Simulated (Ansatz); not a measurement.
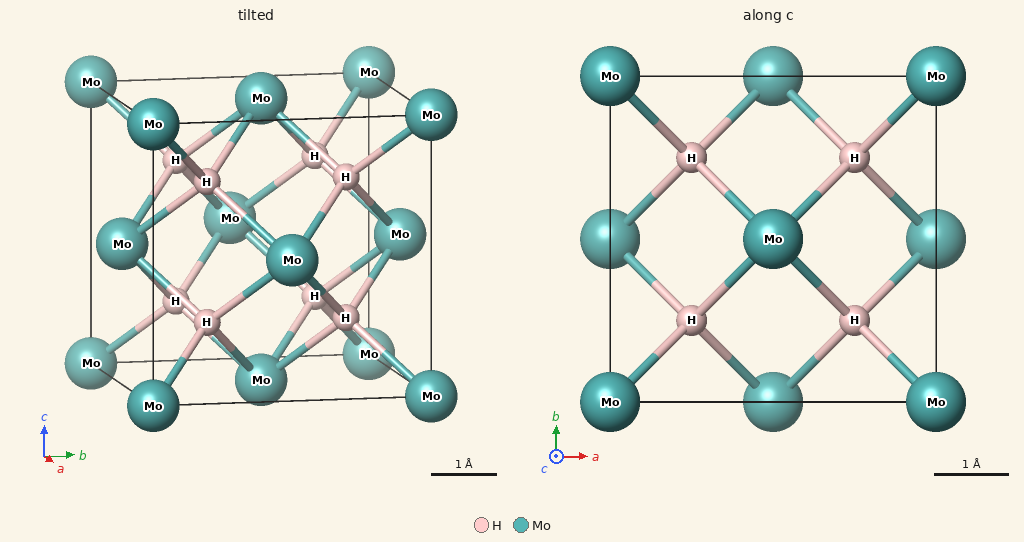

Crystal structure, ball-and-stick style, seen slightly off an axis and along the c axis. Thin lines show the conventional unit cell, with boundary atoms drawn in all their periodic places.

MoH$_{2}$, fluorite (CaF₂ type), space group Fm-3m (No. 225), a = 4.410 Å, b = 4.410 Å, c = 4.410 Å, α = 90.00°, β = 90.00°, γ = 90.00°. It goes back to a structure type filled with these elements by a generator (whether the compound takes this form wasn't checked). Earlier steps of the study may have refined or changed the cell and positions. An electronic-structure calculation with Ansatz was run on it.

This one geometry was computed with Ansatz (DFT, plane waves, PAW) at three levels of theory: r2SCAN, LDA and PBE.

Q: Which level gives the highest pressure at this volume, and what does that say about its equilibrium volume?

A: Highest: PBE (0.0 GPa), which points to the largest equilibrium volume. Lowest, with the smallest volume: LDA (-9.2 GPa). Levels within 0.5 GPa of each other can't be told apart.

Q: How does the band gap change with the level of theory?

A: All levels give a metal.

Q: Collect the results in a table.

A:
| level | cutoff (eV) | k-mesh of the run's cell | gap (eV) | pressure (GPa) |
| --- | --- | --- | --- | --- |
| r2SCAN | 500 | 18×18×18 | metal | -2.3 |
| LDA | 420 | 18×18×18 | metal | -9.2 |
| PBE | 420 | 18×18×18 | metal | 0.0 |

Gaps are taken on the k-mesh or band path of each run.
